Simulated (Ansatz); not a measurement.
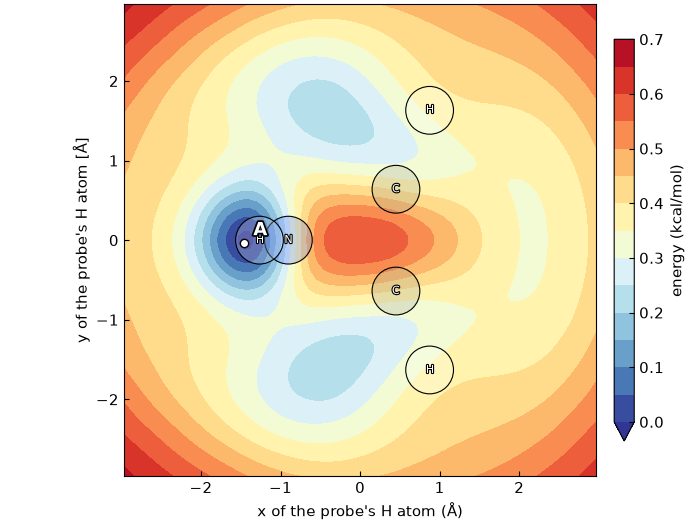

C₂H₃N (SMILES C1=CN1) with the probe H. The probe is moved over a plane parallel to the molecule's main plane, 2.66 Å above it. The first coordinate is: x of the probe's H atom; the second: y of the probe's H atom. Nothing is relaxed (molecule and probe rigid). The scan uses a 19 × 19 grid; 190 points were computed and 171 follow by symmetry. Points are written as (first, second). Energies are in kcal/mol, from the lowest grid point. All numbers below come from UKS PBE0-D4/def2-SVPD (Ansatz).

The picture shows filled contours, labelled circles for the molecule's atoms, projected on the plane, the point A. Between grid points the surface is interpolated.

### What is the easiest way out of the well at A, and how high is the barrier?

The easiest path leads from the well at about (−1.46 Å, −0.04 Å) to the well at (−0.33 Å, −1.65 Å) [nearest 1 H at 2.55 Å], about 0.23 kcal/mol higher. Its highest point lies about 0.32 kcal/mol above the bottom of the first well on the interpolated surface, at about (−1.09 Å, −1.02 Å). Seen from the upper well the barrier is about 0.086 kcal/mol. This is the barrier on the constrained surface; relaxing the other coordinates would change it.

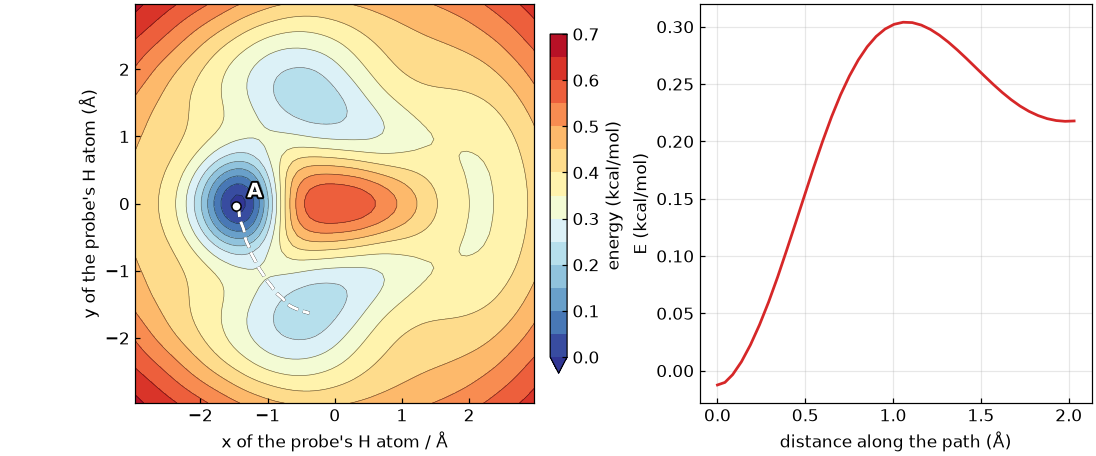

The picture shows filled contours, a line along the lowest path, the energy along the path at the right. Between grid points the surface is interpolated.
